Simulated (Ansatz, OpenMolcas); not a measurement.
**A ladder of methods for CH3FGeO (SMILES C[O][Ge][F])**

The species is CH3FGeO (7 atoms), meant as a singlet with charge 0. As SMILES, `C[O][Ge][F]`. The coordinates come from a PBE0-D4/def2-TZVP relaxation. This is one conformer, not always the lowest.

| atom | x (Å) | y (Å) | z (Å) |
| --- | --- | --- | --- |
| C | -0.5048 | 0.4915 | 0.3949 |
| O | 0.4124 | 0.6242 | -0.6719 |
| Ge | 1.4417 | -0.6107 | -1.3984 |
| F | 0.9674 | -1.9906 | -0.4002 |
| H | -0.5485 | -0.5322 | 0.7738 |
| H | -0.2080 | 1.1611 | 1.2066 |
| H | -1.4987 | 0.7885 | 0.0497 |

Each level gives the vertical energy of the triplet above the singlet (eV). The values are calculated.

| level | kind | program | value (eV) | less CCSD(T)/6-31G* | CPU time (all runs) |
| --- | --- | --- | --- | --- | --- |
| SVWN5/6-31G* (spherical functions) | LDA | OpenMolcas | 3.95 | +0.21 | 35 s |
| PBE/6-31G* (spherical functions) | GGA | Ansatz | 3.77 | +0.03 | 19 s |
| M06-L/6-31G* (spherical functions) | meta-GGA | OpenMolcas | 3.99 | +0.25 | 74 s |
| M06-2X/6-31G* (spherical functions) | hybrid meta-GGA | OpenMolcas | 3.47 | -0.27 | 66 s |
| HSE06/6-31G* (spherical functions) | range-separated hybrid | Ansatz | 3.69 | -0.05 | 28 s |
| B2PLYP/6-31G* (spherical functions) | double hybrid | Ansatz | 3.87 | +0.13 | 31 s |
| RPA@PBE/6-31G* (spherical functions) | RPA | Ansatz | 3.78 | +0.04 | 46 s |
| CCSD(T)/6-31G* (spherical functions) | coupled cluster or CI | Ansatz | 3.74 | 0.00 | 2 min |
| CCSD(T)/6-31G* (spherical functions), open shells restricted | coupled cluster or CI | OpenMolcas | 3.74 | 0.00 | 97 s |

CCSD(T)/6-31G* (spherical functions) is the highest level here, not the true value. All-electron rows without a relativistic Hamiltonian named are non-relativistic. The values span 3.47 to 3.99 eV. In the correlated wave-function rows the outer d shell of Ge is correlated, in sets not made for it. CPU times are rough (shared hosts, several kinds of processor and program).

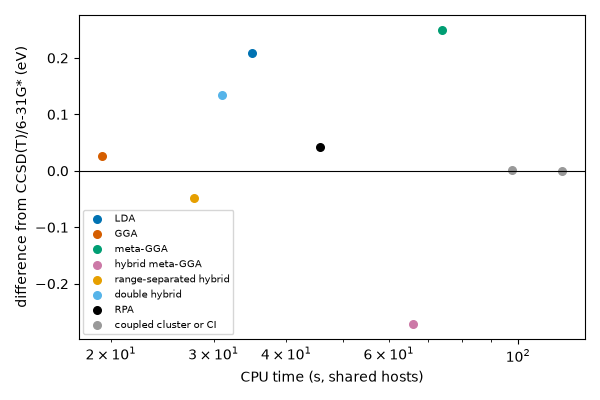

Difference from CCSD(T)/6-31G* against processor time, one point a level.
